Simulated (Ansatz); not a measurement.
# ZrB2: a line through an energy map

How does the energy of ZrB2 (P6/mmm, No. 191; 3 atoms in the cell) vary with lattice constant c, at lattice constant a (and b) = 3.155 Å?

Method: DFT PBEsol, scalar-relativistic, plane waves, PAW, in Ansatz 0.2.0.

## (1) The starting structure

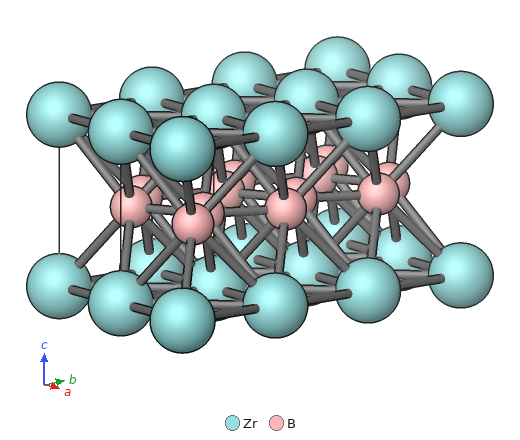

Start, viewed slightly off an axis; zirconium light teal, boron pink. 2×3×1 cells are drawn. Atoms on the faces are drawn again on the opposite ones.

Structure file:

```cif
data_structure
_symmetry_space_group_name_H-M 'P 1'
_symmetry_Int_Tables_number 1
_cell_length_a 3.1548
_cell_length_b 3.1548
_cell_length_c 3.5067
_cell_angle_alpha 90.000
_cell_angle_beta 90.000
_cell_angle_gamma 120.000
_cell_volume 30.23
loop_
_atom_site_label
_atom_site_type_symbol
_atom_site_fract_x
_atom_site_fract_y
_atom_site_fract_z
_atom_site_occupancy
Zr1 Zr 0.00000 0.00000 0.00000 1
B1 B 0.33333 0.66667 0.50000 1
B2 B 0.66667 0.33333 0.50000 1
```

This cell was relaxed beforehand with the same method: volume 10.08 Å³/atom, gap on the mesh none (metal).

## (2) What is varied

The energy is mapped over the lattice constants a and c of the conventional cell.

- lattice constant a (and b): 7 values from 3.060 to 3.249 Å
- lattice constant c: 7 values from 3.331 to 3.682 Å

Nothing else is relaxed (symmetry fixes all fractional coordinates). Energies count from the relaxed crystal. Points are written as (first, second).

## (3) Grid point (3.155 Å, 3.331 Å)

input.yaml

```yaml
crystal:
  lattice:
    - [3.1548382285, 0.0, 0.0]
    - [-1.5774191143, 2.7321700507, 0.0]
    - [0.0, 0.0, 3.3314]
  atoms:
    - { symbol: Zr, position: [0.0, 0.0, 0.0] }
    - { symbol: B, position: [0.3333333333, 0.6666666667, 0.5] }
    - { symbol: B, position: [0.6666666667, 0.3333333333, 0.5] }
basis:
  ecutwfc: 520.0
kpoints:
  mp_grid: { grid: [15, 15, 12] }
hamiltonian:
  xc: pbesol
scf:
  occupations: { method: gaussian, width: 0.15 }
output:
  forces: true
  stress: true
  eigenvalues: true
```

On the command line:

```console
$ ansatz run input.yaml --threads 1 --pin off --max-ram 2048MiB --backend cpu --events-out ev --progress --plain --runs-dir out
```

Log, cut to the lines that bear on the results:

```text
Warning: RAYON_NUM_THREADS=1 ignored (pool sized by the plan → 1); use --threads N
[...]
Pseudopotentials: kind: paw
Pseudopotential: Zr, paw, valence charge 12, recommended cutoff 420 eV (normal), Zr.paw.azcp
Pseudopotential: B, paw, valence charge 3, recommended cutoff 420 eV (normal), B.paw.azcp
Functional definition: PBEsol
[...]
Crystal: 3 atoms, lattice volume = 28.715 Å³
Basis set: ecut = 520 eV, 775 PW (Γ), exchange–correlation on 48×48×50 points (8 copies of the dense FFT grid, shifted against one another)
Bands: 13, of which v1, the nominal top of the filled ones, is band 9 counted from 1 (8 counted from 0)
Symmetry: 24 space group operations
Space group: P6/mmm (ITA 191), of the structure as read, at distance tolerance 3.1e-5 Å
k-points: 189 of 2700
[...]
SCF iter   1: F=—  HF=-4437.111878 eV  |F-HF|=—  |Δ(HF+E_count)|=         —  Δρ=4.93e-3  dr2=1.04e-2  ethr=1.77e-3  ⟨swp⟩=4.9  Hψ=12260  notcnv=0
[...]
SCF iter   6: F=-4437.108527 eV  HF=-4437.108527 eV  |F-HF|=5.19e-9  |Δ(HF+E_count)|=   4.67e-8  Δρ=3.95e-6  dr2=6.46e-9  ethr=5.56e-10  ⟨swp⟩=4.1  Hψ=7742  notcnv=0
the search or the solves at the SCF's close seem to have found levels that the self-consistency loop had missed (the run counts 1). By its estimate they hold under 1e-12 electrons; where the run keeps them, the occupations were computed again with them
[...]
SCF converged after 6 iterations
Free energy (F): -4437.108527 eV
[...]
E sigma→0 (E₀):  -4437.106969 eV
Entropy (-TS):   -0.003116 eV (-1.039 meV/atom)
Fermi energy:    16.847292 eV
[...]
--- Forces (eV/Å), atoms counted from 1 ---
  atom   1  Zr     0.00000000    -0.00000000     0.00000000
  atom   2  B     -0.00000000    -0.00000000     0.00000000
  atom   3  B      0.00000000     0.00000000     0.00000000
[...]
--- Stress (GPa, compression-positive) ---
        7.831066      -0.000000       0.000000
        0.000000       7.831066       0.000000
        0.000000       0.000000      25.740840
  P = ⅓ Tr σ = 13.8010 GPa (138.010 kbar)
--- Band table (eV; the first three rows and the last of 189) ---
  k-point 0: bands = ["-31.3536", "-9.5680", "-9.0406", "-9.0406", "3.9167", "13.6951", "13.6951", "14.1895", "15.0271", "20.5479", "20.5479", "21.4234", "21.8739"]
[...]
```

It took 7.4 s on 1 thread of Arm Neoverse V1, shared host; peak memory 0.37 GiB.

Energy on the map's scale: 39 meV/atom.

## (4) The run at (3.155 Å, 3.390 Å)

input.yaml, as its differences from that of step 3:

```diff
@@ -4,3 +4,3 @@
     - [-1.5774191143, 2.7321700507, 0.0]
-    - [0.0, 0.0, 3.3314]
+    - [0.0, 0.0, 3.3899]
   atoms:
```

On the command line:

```console
$ ansatz run input.yaml --threads 1 --pin off --max-ram 2048MiB --backend cpu --events-out ev --progress --plain --runs-dir out
```

Log, cut to the lines that bear on the results:

```text
Warning: RAYON_NUM_THREADS=1 ignored (pool sized by the plan → 1); use --threads N
[...]
Pseudopotentials: kind: paw
Pseudopotential: Zr, paw, valence charge 12, recommended cutoff 420 eV (normal), Zr.paw.azcp
Pseudopotential: B, paw, valence charge 3, recommended cutoff 420 eV (normal), B.paw.azcp
Functional definition: PBEsol
[...]
Crystal: 3 atoms, lattice volume = 29.219 Å³
Basis set: ecut = 520 eV, 787 PW (Γ), exchange–correlation on 48×48×54 points (8 copies of the dense FFT grid, shifted against one another)
Bands: 13, of which v1, the nominal top of the filled ones, is band 9 counted from 1 (8 counted from 0)
Symmetry: 24 space group operations
Space group: P6/mmm (ITA 191), of the structure as read, at distance tolerance 3.1e-5 Å
k-points: 189 of 2700
[...]
SCF iter   1: F=—  HF=-4437.178078 eV  |F-HF|=—  |Δ(HF+E_count)|=         —  Δρ=4.91e-3  dr2=1.08e-2  ethr=1.77e-3  ⟨swp⟩=4.9  Hψ=12166  notcnv=0
[...]
SCF iter   6: F=-4437.174719 eV  HF=-4437.174719 eV  |F-HF|=2.93e-9  |Δ(HF+E_count)|=   2.93e-8  Δρ=3.12e-6  dr2=3.75e-9  ethr=5.55e-10  ⟨swp⟩=2.2  Hψ=8445  notcnv=0
[...]
SCF converged after 6 iterations
Free energy (F): -4437.174719 eV
[...]
E sigma→0 (E₀):  -4437.173273 eV
Entropy (-TS):   -0.002892 eV (-0.964 meV/atom)
Fermi energy:    16.551428 eV
[...]
--- Forces (eV/Å), atoms counted from 1 ---
  atom   1  Zr     0.00000000     0.00000000     0.00000000
  atom   2  B      0.00000000    -0.00000000     0.00000000
  atom   3  B      0.00000000     0.00000000     0.00000000
[...]
--- Stress (GPa, compression-positive) ---
        4.864786       0.000000       0.000000
       -0.000000       4.864786       0.000000
        0.000000       0.000000      16.451335
  P = ⅓ Tr σ = 8.7270 GPa (87.270 kbar)
--- Band table (eV; the first three rows and the last of 189) ---
  k-point 0: bands = ["-31.7354", "-9.9619", "-9.4085", "-9.4085", "3.6646", "13.5596", "13.5596", "13.8977", "14.5599", "20.1613", "20.1613", "21.2606", "21.3185"]
[...]
```

It took 5.8 s on 1 thread of Arm Neoverse V1, shared host; peak memory 0.37 GiB.

That is 17 meV/atom from the zero.

## (5) Grid point (3.155 Å, 3.448 Å)

input.yaml, as its differences from that of step 4:

```diff
@@ -4,3 +4,3 @@
     - [-1.5774191143, 2.7321700507, 0.0]
-    - [0.0, 0.0, 3.3899]
+    - [0.0, 0.0, 3.4483]
   atoms:
```

On the command line:

```console
$ ansatz run input.yaml --threads 1 --pin off --max-ram 2048MiB --backend cpu --events-out ev --progress --plain --runs-dir out
```

Log, cut to the lines that bear on the results:

```text
Warning: RAYON_NUM_THREADS=1 ignored (pool sized by the plan → 1); use --threads N
[...]
Pseudopotentials: kind: paw
Pseudopotential: Zr, paw, valence charge 12, recommended cutoff 420 eV (normal), Zr.paw.azcp
Pseudopotential: B, paw, valence charge 3, recommended cutoff 420 eV (normal), B.paw.azcp
Functional definition: PBEsol
[...]
Crystal: 3 atoms, lattice volume = 29.723 Å³
Basis set: ecut = 520 eV, 799 PW (Γ), exchange–correlation on 48×48×54 points (8 copies of the dense FFT grid, shifted against one another)
Bands: 13, of which v1, the nominal top of the filled ones, is band 9 counted from 1 (8 counted from 0)
Symmetry: 24 space group operations
Space group: P6/mmm (ITA 191), of the structure as read, at distance tolerance 3.1e-5 Å
k-points: 189 of 2700
[...]
SCF iter   1: F=—  HF=-4437.216230 eV  |F-HF|=—  |Δ(HF+E_count)|=         —  Δρ=4.92e-3  dr2=1.13e-2  ethr=1.77e-3  ⟨swp⟩=4.9  Hψ=12132  notcnv=0
[...]
SCF iter   6: F=-4437.212783 eV  HF=-4437.212783 eV  |F-HF|=7.40e-10  |Δ(HF+E_count)|=   2.97e-8  Δρ=3.10e-6  dr2=1.17e-9  ethr=5.53e-10  ⟨swp⟩=2.2  Hψ=8505  notcnv=0
[...]
SCF converged after 6 iterations
Free energy (F): -4437.212783 eV
[...]
E sigma→0 (E₀):  -4437.211453 eV
Entropy (-TS):   -0.002660 eV (-0.887 meV/atom)
Fermi energy:    16.253732 eV
[...]
--- Forces (eV/Å), atoms counted from 1 ---
  atom   1  Zr    -0.00000000     0.00000000     0.00000000
  atom   2  B      0.00000000     0.00000000     0.00000000
  atom   3  B     -0.00000000    -0.00000000     0.00000000
[...]
--- Stress (GPa, compression-positive) ---
        2.256611      -0.000000       0.000000
       -0.000000       2.256611       0.000000
        0.000000       0.000000       7.889004
  P = ⅓ Tr σ = 4.1341 GPa (41.341 kbar)
--- Band table (eV; the first three rows and the last of 189) ---
  k-point 0: bands = ["-32.1081", "-10.3414", "-9.7683", "-9.7683", "3.4247", "13.4276", "13.4276", "13.6086", "14.1126", "19.7922", "19.7922", "20.7861", "20.7861"]
[...]
```

It took 5.8 s on 1 thread of Arm Neoverse V1, shared host; peak memory 0.37 GiB.

Energy on the map's scale: 4.1 meV/atom.

## (6) The run at (3.155 Å, 3.565 Å)

input.yaml, as its differences from that of step 5:

```diff
@@ -4,3 +4,3 @@
     - [-1.5774191143, 2.7321700507, 0.0]
-    - [0.0, 0.0, 3.4483]
+    - [0.0, 0.0, 3.5652]
   atoms:
```

On the command line:

```console
$ ansatz run input.yaml --threads 1 --pin off --max-ram 2048MiB --backend cpu --events-out ev --progress --plain --runs-dir out
```

Log, cut to the lines that bear on the results:

```text
Warning: RAYON_NUM_THREADS=1 ignored (pool sized by the plan → 1); use --threads N
[...]
Pseudopotentials: kind: paw
Pseudopotential: Zr, paw, valence charge 12, recommended cutoff 420 eV (normal), Zr.paw.azcp
Pseudopotential: B, paw, valence charge 3, recommended cutoff 420 eV (normal), B.paw.azcp
Functional definition: PBEsol
[...]
Crystal: 3 atoms, lattice volume = 30.730 Å³
Basis set: ecut = 520 eV, 823 PW (Γ), exchange–correlation on 48×48×54 points (8 copies of the dense FFT grid, shifted against one another)
Bands: 13, of which v1, the nominal top of the filled ones, is band 9 counted from 1 (8 counted from 0)
Symmetry: 24 space group operations
Space group: P6/mmm (ITA 191), of the structure as read, at distance tolerance 3.1e-5 Å
k-points: 189 of 2700
[...]
SCF iter   1: F=—  HF=-4437.216924 eV  |F-HF|=—  |Δ(HF+E_count)|=         —  Δρ=4.94e-3  dr2=1.21e-2  ethr=1.77e-3  ⟨swp⟩=4.9  Hψ=11912  notcnv=0
[...]
SCF iter   6: F=-4437.213402 eV  HF=-4437.213402 eV  |F-HF|=9.81e-9  |Δ(HF+E_count)|=   1.62e-7  Δρ=7.88e-6  dr2=1.23e-8  ethr=5.56e-10  ⟨swp⟩=5.1  Hψ=11455  notcnv=0
[...]
SCF converged after 6 iterations
Free energy (F): -4437.213402 eV
[...]
E sigma→0 (E₀):  -4437.212160 eV
Entropy (-TS):   -0.002482 eV (-0.827 meV/atom)
Fermi energy:    15.669535 eV
[...]
--- Forces (eV/Å), atoms counted from 1 ---
  atom   1  Zr     0.00000000    -0.00000000     0.00000000
  atom   2  B     -0.00000000     0.00000000     0.00000000
  atom   3  B      0.00000000    -0.00000000     0.00000000
[...]
--- Stress (GPa, compression-positive) ---
       -2.044616       0.000000       0.000000
       -0.000000      -2.044616       0.000000
        0.000000       0.000000      -7.248287
  P = ⅓ Tr σ = -3.7792 GPa (-37.792 kbar)
--- Band table (eV; the first three rows and the last of 189) ---
  k-point 0: bands = ["-32.8285", "-11.0643", "-10.4660", "-10.4660", "2.9770", "13.0353", "13.1715", "13.1715", "13.2698", "19.0989", "19.0989", "19.7825", "19.7825"]
[...]
```

Wall time 6.2 s (1 thread of Arm Neoverse V1, shared host); peak memory 0.37 GiB.

On the map this point reads 3.9 meV/atom.

## (7) Grid point (3.155 Å, 3.682 Å)

input.yaml, as its differences from that of step 6:

```diff
@@ -4,3 +4,3 @@
     - [-1.5774191143, 2.7321700507, 0.0]
-    - [0.0, 0.0, 3.5652]
+    - [0.0, 0.0, 3.6821]
   atoms:
```

On the command line:

```console
$ ansatz run input.yaml --threads 1 --pin off --max-ram 2048MiB --backend cpu --events-out ev --progress --plain --runs-dir out
```

Log, cut to the lines that bear on the results:

```text
Warning: RAYON_NUM_THREADS=1 ignored (pool sized by the plan → 1); use --threads N
[...]
Pseudopotentials: kind: paw
Pseudopotential: Zr, paw, valence charge 12, recommended cutoff 420 eV (normal), Zr.paw.azcp
Pseudopotential: B, paw, valence charge 3, recommended cutoff 420 eV (normal), B.paw.azcp
Functional definition: PBEsol
[...]
Crystal: 3 atoms, lattice volume = 31.738 Å³
Basis set: ecut = 520 eV, 835 PW (Γ), exchange–correlation on 48×48×60 points (8 copies of the dense FFT grid, shifted against one another)
Bands: 13, of which v1, the nominal top of the filled ones, is band 9 counted from 1 (8 counted from 0)
Symmetry: 24 space group operations
Space group: P6/mmm (ITA 191), of the structure as read, at distance tolerance 3.2e-5 Å
k-points: 189 of 2700
[...]
SCF iter   1: F=—  HF=-4437.130188 eV  |F-HF|=—  |Δ(HF+E_count)|=         —  Δρ=4.86e-3  dr2=1.24e-2  ethr=1.77e-3  ⟨swp⟩=4.8  Hψ=11827  notcnv=0
[...]
SCF iter   6: F=-4437.126719 eV  HF=-4437.126719 eV  |F-HF|=8.51e-9  |Δ(HF+E_count)|=   2.05e-7  Δρ=6.78e-6  dr2=1.04e-8  ethr=5.56e-10  ⟨swp⟩=5.0  Hψ=11441  notcnv=0
[...]
SCF converged after 6 iterations
Free energy (F): -4437.126719 eV
[...]
E sigma→0 (E₀):  -4437.125515 eV
Entropy (-TS):   -0.002409 eV (-0.803 meV/atom)
Fermi energy:    15.121755 eV
[...]
--- Forces (eV/Å), atoms counted from 1 ---
  atom   1  Zr     0.00000000     0.00000000     0.00000000
  atom   2  B      0.00000000    -0.00000000     0.00000000
  atom   3  B     -0.00000000     0.00000000     0.00000000
[...]
--- Stress (GPa, compression-positive) ---
       -5.332660       0.000000       0.000000
        0.000000      -5.332660       0.000000
        0.000000       0.000000     -19.927709
  P = ⅓ Tr σ = -10.1977 GPa (-101.977 kbar)
--- Band table (eV; the first three rows and the last of 189) ---
  k-point 0: bands = ["-33.5155", "-11.7443", "-11.1330", "-11.1330", "2.5681", "12.4694", "12.4909", "12.9249", "12.9249", "18.4582", "18.4582", "18.8552", "18.8552"]
[...]
```

Wall time 6.3 s (1 thread of Arm Neoverse V1, shared host); peak memory 0.37 GiB.

On the map this point reads 33 meV/atom.

## (8) The line in numbers

```
lattice constant c (Å)  step  energy (meV/atom)  slope (meV/atom per Å)  pressure (GPa)
                 3.331     3                 39                    −462            13.8
                 3.390     4                 17                    −295             8.7
                 3.448     5                4.1                    −141             4.1
                 3.507     –                  0                       0             0.0
                 3.565     6                3.9                     130            −3.8
                 3.624     –                 15                     249            −7.2
                 3.682     7                 33                     357           −10.2
```

Energies count from the relaxed crystal. Rows without a step come from runs not printed here or follow by symmetry. Slopes come from the forces and the stress, not from differences of energies.

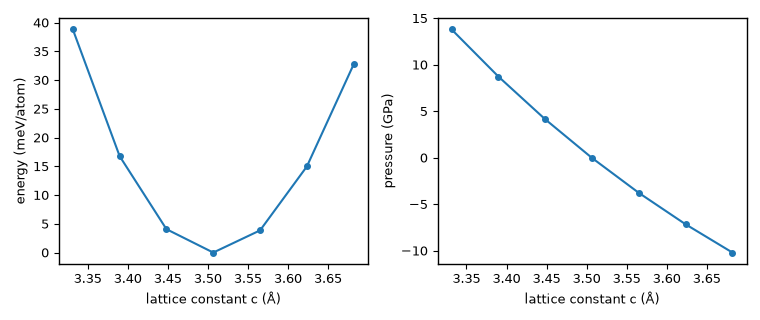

Energy and pressure along the line.

What this shows: Along the line the energy is lowest at 3.507 Å, 0 meV/atom from the zero. A fit to energies and slopes at the lowest point and its two neighbours puts the minimum at 3.5067 Å, with a curvature of about 2300 meV/atom per Å². The highest point, at 3.331 Å, lies 39 meV/atom above the lowest. This is one cut through a surface in two coordinates; it holds the map's lowest point.
